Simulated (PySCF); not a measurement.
**B²⁺: excitation energies in dyall-acv3z**

Aim: the excitation energy of boron from differences of total energies, at each level of theory, and how far each lands from the tabulated value where there is one.

The numbers are computed with PySCF 2.14.0 (unrestricted determinants in a Gaussian basis, no spin-orbit coupling in the energies), except any that are marked as measured or tabulated.

### Step 1. The system

```
Element                                   : boron (Z = 5)
Basis                                     : dyall-acv3z (15s9p4d2f, 76 functions)
Hamiltonian                               : scalar relativity by spin-free X2C-1e
State 1                                   : B²⁺: [He] 3d1, 2D determinant (an excited configuration)
State 2                                   : B²⁺: [He] 2p1, 2P determinant (an excited configuration)
Needed too, but not shown                 : B²⁺ [He] 2s1 (2S)
Methods                                   : UHF, LDA, PBE, PBE0, r2SCAN, r2SCAN0, M06-L, B97-3, M06-2X, MP2
Core shells frozen in the correlated runs : valence and next inner shell: nothing (for B²⁺)
```

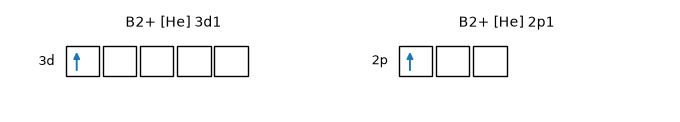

The shells outside the core, filled by Hund's rule for the drawing.

The runs were made by one driver on top of PySCF. The scripts below sum up each run's settings (the driver also hands on starting orbitals that pick excited configurations, and frozen orbitals as a list rather than a count), and the logs come from the driver's own runs. The driver starts from symmetry-adapted Hartree-Fock orbitals, holds the occupation by maximum overlap and uses a logarithmic radial grid for functionals, so a plain start would take other cycles.

The integrals over 76 functions and the set-up took 0.16 s of CPU time.

### Step 2. B²⁺ [He] 3d1, method by method

**UHF**

The input, input.py:

```python
from pyscf import gto, scf, dft, mp, cc
import basis_set_exchange as bse
mol = gto.M(atom="B 0 0 0", charge=2, spin=1, symmetry="D2h",
            basis=gto.basis.parse(bse.get_basis("dyall-acv3z", elements=["B"], fmt="nwchem")),
            nucmod="G")
mf = scf.UHF(mol).sfx2c1e()
mf.irrep_nelec = {'Ag': (1, 1), 'B1g': (1, 0)}
mf.kernel()
```

The log of the run:

```text
damping factor = 0
level_shift factor = 0
DIIS = <class 'pyscf.scf.diis.CDIIS'>
diis_start_cycle = 1
diis_space = 10
diis_damp = 0
SCF conv_tol = 1e-09
SCF conv_tol_grad = None
number electrons alpha = 2  beta = 1
cycle= 1 E= -22.489910464572  delta_E= -1.72e-07  |g|= 9.54e-05  |ddm|= 0.000121
cycle= 2 E= -22.4899104653043  delta_E= -7.32e-10  |g|= 6.08e-06  |ddm|= 7.8e-06
converged SCF energy = -22.4899104653043  <S^2> = 0.75000001  2S+1 = 2
```

CPU time 1.1 s on a shared host, the integrals not counted.

The occupied shells:

```tsv
shell	electrons	mean orbital energy (eV)	spread (eV)	rms radius (bohr)
1s α	1	-250.67	0	0.377
1s β	1	-250.67	0	0.377
3d α	1	-13.537	0	3.85
```

⟨S²⟩ = 0.750, ⟨L²⟩ = 6.00.

Spin-orbit constants on these orbitals (cm⁻¹; bare nucleus, screened nucleus, mean field): 3d 1.916, 1.150, 1.088. To first order in LS coupling the lowest level has J = 3/2 and lies 0.000202 eV below the centre of the term.

**LDA**

input.py differs from the last one in:

```diff
@@ -5,3 +5,3 @@
             nucmod="G")
-mf = scf.UHF(mol).sfx2c1e()
+mf = dft.UKS(mol, xc="LDA,VWN").sfx2c1e()
 mf.irrep_nelec = {'Ag': (1, 1), 'B1g': (1, 0)}
```

The log of the run:

```text
damping factor = 0
level_shift factor = 0
DIIS = <class 'pyscf.scf.diis.CDIIS'>
diis_start_cycle = 1
diis_space = 10
diis_damp = 0
SCF conv_tol = 1e-09
SCF conv_tol_grad = None
number electrons alpha = 2  beta = 1
XC functionals = LDA,VWN
    P. A. M. Dirac.,  Math. Proc. Cambridge Philos. Soc. 26, 376 (1930)
    F. Bloch.,  Z. Phys. 57, 545 (1929)
    S. H. Vosko, L. Wilk, and M. Nusair.,  Can. J. Phys. 58, 1200 (1980)
cycle= 1 E= -22.2659655874357  delta_E= -0.00277  |g|= 0.0233  |ddm|= 0.0462
cycle= 2 E= -22.2659963405065  delta_E= -3.08e-05  |g|= 0.00285  |ddm|= 0.00333
cycle= 3 E= -22.2659968020395  delta_E= -4.62e-07  |g|= 7.06e-06  |ddm|= 0.000221
cycle= 4 E= -22.2659968021588  delta_E= -1.19e-10  |g|= 1.92e-07  |ddm|= 3.48e-05
converged SCF energy = -22.2659968021588  <S^2> = 0.75000016  2S+1 = 2.0000002
```

CPU time 0.58 s on a shared host, the integrals not counted.

**PBE**

input.py differs from the last one in:

```diff
@@ -5,3 +5,3 @@
             nucmod="G")
-mf = dft.UKS(mol, xc="LDA,VWN").sfx2c1e()
+mf = dft.UKS(mol, xc="PBE").sfx2c1e()
 mf.irrep_nelec = {'Ag': (1, 1), 'B1g': (1, 0)}
```

The log of the run:

```text
damping factor = 0
level_shift factor = 0
DIIS = <class 'pyscf.scf.diis.CDIIS'>
diis_start_cycle = 1
diis_space = 10
diis_damp = 0
SCF conv_tol = 1e-09
SCF conv_tol_grad = None
number electrons alpha = 2  beta = 1
XC functionals = PBE
    J. P. Perdew, K. Burke, and M. Ernzerhof.,  Phys. Rev. Lett. 77, 3865 (1996)
    J. P. Perdew, K. Burke, and M. Ernzerhof.,  Phys. Rev. Lett. 78, 1396 (1997)
    J. P. Perdew, K. Burke, and M. Ernzerhof.,  Phys. Rev. Lett. 77, 3865 (1996)
    J. P. Perdew, K. Burke, and M. Ernzerhof.,  Phys. Rev. Lett. 78, 1396 (1997)
cycle= 1 E= -22.5236258290316  delta_E= -0.00249  |g|= 0.00826  |ddm|= 0.095
cycle= 2 E= -22.5236327621803  delta_E= -6.93e-06  |g|= 0.00101  |ddm|= 0.00551
cycle= 3 E= -22.5236328308277  delta_E= -6.86e-08  |g|= 1.34e-05  |ddm|= 0.000252
cycle= 4 E= -22.5236328310349  delta_E= -2.07e-10  |g|= 5.35e-07  |ddm|= 4.41e-05
converged SCF energy = -22.5236328310349  <S^2> = 0.7500001  2S+1 = 2.0000001
```

CPU time 0.77 s on a shared host, the integrals not counted.

**PBE0**

input.py differs from the last one in:

```diff
@@ -5,3 +5,3 @@
             nucmod="G")
-mf = dft.UKS(mol, xc="PBE").sfx2c1e()
+mf = dft.UKS(mol, xc="PBE0").sfx2c1e()
 mf.irrep_nelec = {'Ag': (1, 1), 'B1g': (1, 0)}
```

The log of the run:

```text
damping factor = 0
level_shift factor = 0
DIIS = <class 'pyscf.scf.diis.CDIIS'>
diis_start_cycle = 1
diis_space = 10
diis_damp = 0
SCF conv_tol = 1e-09
SCF conv_tol_grad = None
number electrons alpha = 2  beta = 1
XC functionals = PBE0
    C. Adamo and V. Barone.,  J. Chem. Phys. 110, 6158 (1999)
    M. Ernzerhof and G. E. Scuseria.,  J. Chem. Phys. 110, 5029 (1999)
cycle= 1 E= -22.5274597752122  delta_E= -0.00134  |g|= 0.00548  |ddm|= 0.0634
cycle= 2 E= -22.5274822426969  delta_E= -2.25e-05  |g|= 0.000507  |ddm|= 0.0118
cycle= 3 E= -22.527483008613  delta_E= -7.66e-07  |g|= 8.78e-05  |ddm|= 0.00218
cycle= 4 E= -22.5274830369994  delta_E= -2.84e-08  |g|= 2.88e-06  |ddm|= 0.000497
cycle= 5 E= -22.5274830370091  delta_E= -9.65e-12  |g|= 1.18e-07  |ddm|= 8.18e-06
converged SCF energy = -22.5274830370091  <S^2> = 0.75000006  2S+1 = 2.0000001
```

It used 1.1 s of CPU time after the integrals (shared host).

**r2SCAN**

input.py differs from the last one in:

```diff
@@ -5,3 +5,3 @@
             nucmod="G")
-mf = dft.UKS(mol, xc="PBE0").sfx2c1e()
+mf = dft.UKS(mol, xc="R2SCAN").sfx2c1e()
 mf.irrep_nelec = {'Ag': (1, 1), 'B1g': (1, 0)}
```

The log of the run:

```text
damping factor = 0
level_shift factor = 0
DIIS = <class 'pyscf.scf.diis.CDIIS'>
diis_start_cycle = 1
diis_space = 10
diis_damp = 0
SCF conv_tol = 1e-09
SCF conv_tol_grad = None
number electrons alpha = 2  beta = 1
XC functionals = R2SCAN
    J. W. Furness, A. D. Kaplan, J. Ning, J. P. Perdew, and J. Sun.,  J. Phys. Chem. Lett. 11, 8208-8215 (2020)
    J. W. Furness, A. D. Kaplan, J. Ning, J. P. Perdew, and J. Sun.,  J. Phys. Chem. Lett. 11, 9248-9248 (2020)
    J. W. Furness, A. D. Kaplan, J. Ning, J. P. Perdew, and J. Sun.,  J. Phys. Chem. Lett. 11, 8208-8215 (2020)
    J. W. Furness, A. D. Kaplan, J. Ning, J. P. Perdew, and J. Sun.,  J. Phys. Chem. Lett. 11, 9248-9248 (2020)
cycle= 1 E= -22.5590169783569  delta_E= -0.000961  |g|= 0.00378  |ddm|= 0.0676
cycle= 2 E= -22.5590289946245  delta_E= -1.2e-05  |g|= 0.000321  |ddm|= 0.00962
cycle= 3 E= -22.5590292480568  delta_E= -2.53e-07  |g|= 3.18e-05  |ddm|= 0.00148
cycle= 4 E= -22.55902925087  delta_E= -2.81e-09  |g|= 1.87e-06  |ddm|= 0.000167
cycle= 5 E= -22.559029250874  delta_E= -4.03e-12  |g|= 9.22e-08  |ddm|= 5.95e-06
converged SCF energy = -22.559029250874  <S^2> = 0.75000036  2S+1 = 2.0000004
```

It used 2.5 s of CPU time after the integrals (shared host).

**r2SCAN0**

input.py differs from the last one in:

```diff
@@ -5,3 +5,3 @@
             nucmod="G")
-mf = dft.UKS(mol, xc="R2SCAN").sfx2c1e()
+mf = dft.UKS(mol, xc="HYB_MGGA_XC_R2SCAN0").sfx2c1e()
 mf.irrep_nelec = {'Ag': (1, 1), 'B1g': (1, 0)}
```

The log of the run:

```text
damping factor = 0
level_shift factor = 0
DIIS = <class 'pyscf.scf.diis.CDIIS'>
diis_start_cycle = 1
diis_space = 10
diis_damp = 0
SCF conv_tol = 1e-09
SCF conv_tol_grad = None
number electrons alpha = 2  beta = 1
XC functionals = HYB_MGGA_XC_R2SCAN0
    M. Bursch, H. Neugebauer, S. Ehlert, and S. Grimme.,  J. Chem. Phys. 156, 134105 (2022)
cycle= 1 E= -22.5523409642166  delta_E= -0.000529  |g|= 0.00336  |ddm|= 0.0461
cycle= 2 E= -22.5523557305708  delta_E= -1.48e-05  |g|= 0.00046  |ddm|= 0.00974
cycle= 3 E= -22.552356484606  delta_E= -7.54e-07  |g|= 6.62e-05  |ddm|= 0.00236
cycle= 4 E= -22.5523565019052  delta_E= -1.73e-08  |g|= 2.96e-06  |ddm|= 0.000393
cycle= 5 E= -22.5523565019177  delta_E= -1.25e-11  |g|= 1.55e-07  |ddm|= 7.14e-06
converged SCF energy = -22.5523565019177  <S^2> = 0.75000021  2S+1 = 2.0000002
```

CPU time 2.7 s on a shared host, the integrals not counted.

**M06-L**

input.py differs from the last one in:

```diff
@@ -5,3 +5,3 @@
             nucmod="G")
-mf = dft.UKS(mol, xc="HYB_MGGA_XC_R2SCAN0").sfx2c1e()
+mf = dft.UKS(mol, xc="M06L").sfx2c1e()
 mf.irrep_nelec = {'Ag': (1, 1), 'B1g': (1, 0)}
```

The log of the run:

```text
damping factor = 0
level_shift factor = 0
DIIS = <class 'pyscf.scf.diis.CDIIS'>
diis_start_cycle = 1
diis_space = 10
diis_damp = 0
SCF conv_tol = 1e-09
SCF conv_tol_grad = None
number electrons alpha = 2  beta = 1
XC functionals = M06L
    Y. Zhao and D. G. Truhlar.,  J. Chem. Phys. 125, 194101 (2006)
    Y. Zhao and D. G. Truhlar.,  J. Chem. Phys. 125, 194101 (2006)
    Y. Zhao and D. G. Truhlar.,  Theor. Chem. Acc. 120, 215 (2008)
cycle= 1 E= -22.6175866287609  delta_E= -0.00232  |g|= 0.173  |ddm|= 0.111
cycle= 2 E= -22.6176714696265  delta_E= -8.48e-05  |g|= 0.0368  |ddm|= 0.0215
cycle= 3 E= -22.6176754696431  delta_E= -4e-06  |g|= 0.00319  |ddm|= 0.00521
cycle= 4 E= -22.6176755845819  delta_E= -1.15e-07  |g|= 0.000286  |ddm|= 0.000539
cycle= 5 E= -22.6176755909629  delta_E= -6.38e-09  |g|= 6.04e-05  |ddm|= 8.82e-05
cycle= 6 E= -22.6176755917282  delta_E= -7.65e-10  |g|= 1.37e-05  |ddm|= 3.32e-05
converged SCF energy = -22.6176755917282  <S^2> = 0.7500021  2S+1 = 2.0000021
```

It used 2.9 s of CPU time after the integrals (shared host).

**B97-3**

input.py differs from the last one in:

```diff
@@ -5,3 +5,3 @@
             nucmod="G")
-mf = dft.UKS(mol, xc="M06L").sfx2c1e()
+mf = dft.UKS(mol, xc="HYB_GGA_XC_B97_3").sfx2c1e()
 mf.irrep_nelec = {'Ag': (1, 1), 'B1g': (1, 0)}
```

The log of the run:

```text
damping factor = 0
level_shift factor = 0
DIIS = <class 'pyscf.scf.diis.CDIIS'>
diis_start_cycle = 1
diis_space = 10
diis_damp = 0
SCF conv_tol = 1e-09
SCF conv_tol_grad = None
number electrons alpha = 2  beta = 1
XC functionals = HYB_GGA_XC_B97_3
    T. W. Keal and D. J. Tozer.,  J. Chem. Phys. 123, 121103 (2005)
cycle= 1 E= -22.5788002965732  delta_E= -0.00111  |g|= 0.00508  |ddm|= 0.0692
cycle= 2 E= -22.5788353253479  delta_E= -3.5e-05  |g|= 0.000752  |ddm|= 0.0151
cycle= 3 E= -22.5788374630278  delta_E= -2.14e-06  |g|= 0.000132  |ddm|= 0.00397
cycle= 4 E= -22.5788375334592  delta_E= -7.04e-08  |g|= 6.07e-06  |ddm|= 0.000828
cycle= 5 E= -22.5788375335097  delta_E= -5.06e-11  |g|= 5.63e-07  |ddm|= 1.45e-05
converged SCF energy = -22.5788375335097  <S^2> = 0.75000133  2S+1 = 2.0000013
```

It used 1.1 s of CPU time after the integrals (shared host).

**M06-2X**

input.py differs from the last one in:

```diff
@@ -5,3 +5,3 @@
             nucmod="G")
-mf = dft.UKS(mol, xc="HYB_GGA_XC_B97_3").sfx2c1e()
+mf = dft.UKS(mol, xc="M062X").sfx2c1e()
 mf.irrep_nelec = {'Ag': (1, 1), 'B1g': (1, 0)}
```

The log of the run:

```text
damping factor = 0
level_shift factor = 0
DIIS = <class 'pyscf.scf.diis.CDIIS'>
diis_start_cycle = 1
diis_space = 10
diis_damp = 0
SCF conv_tol = 1e-09
SCF conv_tol_grad = None
number electrons alpha = 2  beta = 1
XC functionals = M062X
    Y. Zhao and D. G. Truhlar.,  Theor. Chem. Acc. 120, 215 (2008)
    Y. Zhao and D. G. Truhlar.,  Theor. Chem. Acc. 120, 215 (2008)
cycle= 1 E= -22.565451841804  delta_E= -0.00181  |g|= 0.0534  |ddm|= 0.0499
cycle= 2 E= -22.5654860268355  delta_E= -3.42e-05  |g|= 0.00401  |ddm|= 0.0129
cycle= 3 E= -22.5654885236988  delta_E= -2.5e-06  |g|= 0.000344  |ddm|= 0.00362
cycle= 4 E= -22.5654886676008  delta_E= -1.44e-07  |g|= 7.99e-05  |ddm|= 0.000785
cycle= 5 E= -22.5654886793316  delta_E= -1.17e-08  |g|= 1.29e-05  |ddm|= 0.000243
cycle= 6 E= -22.5654886794874  delta_E= -1.56e-10  |g|= 8.28e-07  |ddm|= 1.97e-05
converged SCF energy = -22.5654886794874  <S^2> = 0.75000073  2S+1 = 2.0000007
```

CPU time 3.2 s on a shared host, the integrals not counted.

### Step 3. B²⁺ [He] 3d1, continued

**MP2 (valence and next inner shell)**

Edit input.py of step 2 so:

```diff
@@ -5,4 +5,5 @@
             nucmod="G")
-mf = dft.UKS(mol, xc="M062X").sfx2c1e()
+mf = scf.UHF(mol).sfx2c1e()
 mf.irrep_nelec = {'Ag': (1, 1), 'B1g': (1, 0)}
 mf.kernel()
+mp.UMP2(mf, frozen=[[71, 72, 73, 74, 75], [71, 72, 73, 74, 75]]).kernel()
```

No log was kept for this step.

It used 0.16 s of CPU time after the integrals (shared host).

With 3 electrons correlated, the MP2 correlation energy is -0.03985 hartree (-0.00012 same spin, -0.03973 opposite spin); the SCS form gives -0.04772. Largest pairs of shells: 1s-1s -0.0396, 1s-3d -0.0003, 3d-3d 0.0000.

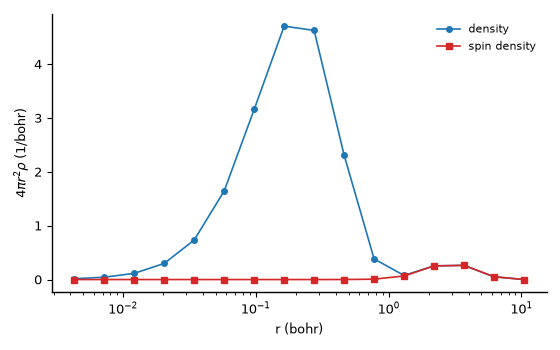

Radial density 4πr²ρ of B²⁺ at UHF, at 16 stored radii joined by straight lines.

[end of part 1 of 2]
